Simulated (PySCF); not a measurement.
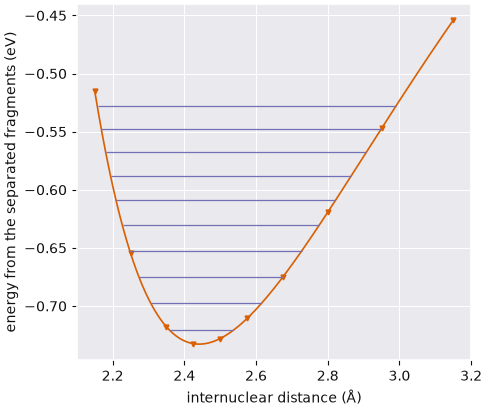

Bond curve of ZnCl⁻, singlet. LC-wPBE/def2-TZVPPD, PySCF 2.14.0, UKS. One reference determinant with the occupation held, the lowest that a PBE0 search over spins and occupations found; no spin-orbit coupling. Zero is the separated fragments in their ground configurations, without counterpoise. The fragments are Zn + Cl⁻. 2 further points of the run are not drawn. Horizontal lines: vibrational levels from ωe and ωexe, starting at v = 0.

Question: What constants does a Dunham fit to the curve give (main isotopes)?

Answer: re = 2.441 Å, ωe = 192 cm⁻¹, ωexe = 1.9 cm⁻¹, De = 0.73 eV, Be = 0.125 cm⁻¹.

Question: How much does zero-point motion take off the well depth?

Answer: 0.012 eV (96 cm⁻¹): De = 0.73 eV, D0 = 0.72 eV.

Question: Give the computed points.

Answer:
| r (Å) | E (eV) |
| --- | --- |
| 2.150 | −0.51 |
| 2.250 | −0.65 |
| 2.350 | −0.72 |
| 2.425 | −0.73 |
| 2.500 | −0.73 |
| 2.575 | −0.71 |
| 2.675 | −0.67 |
| 2.800 | −0.62 |
| 2.950 | −0.55 |
| 3.150 | −0.45 |
